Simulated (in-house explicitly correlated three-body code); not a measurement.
Two electrons around a point charge Z = 3.3. Computed variationally in 260 exponentially correlated functions with an in-house code, non-relativistic, converged to about 10⁻⁷ hartree. The exact exchange and correlation energies are −1839 and −43.79 millihartree. Wanted, and plotted below: the errors of AM05, BLYP, BP86, LDA (VWN5), M06-L, PBE, PW91, RPBE, SCAN and TPSS, evaluated on the exact density.

By the size of the summed error (millihartree): SCAN −1.5, RPBE −3.1, BLYP +3.4, BP86 +5.4, TPSS −6.5, PW91 +16, M06-L −24, PBE +28, AM05 +120, LDA (VWN5) +161. Errors of exchange and correlation cancel by a quarter or more for SCAN (−4.5 and +3.0), BLYP (+7.8 and −4.4), BP86 (+7.8 and −2.4), PW91 (+24 and −7.8), AM05 (+198 and −78) and LDA (VWN5) (+258 and −97).

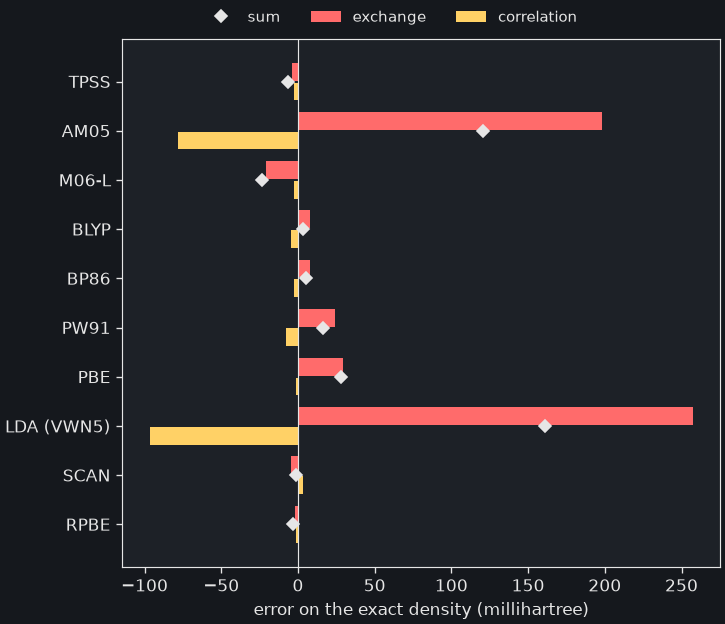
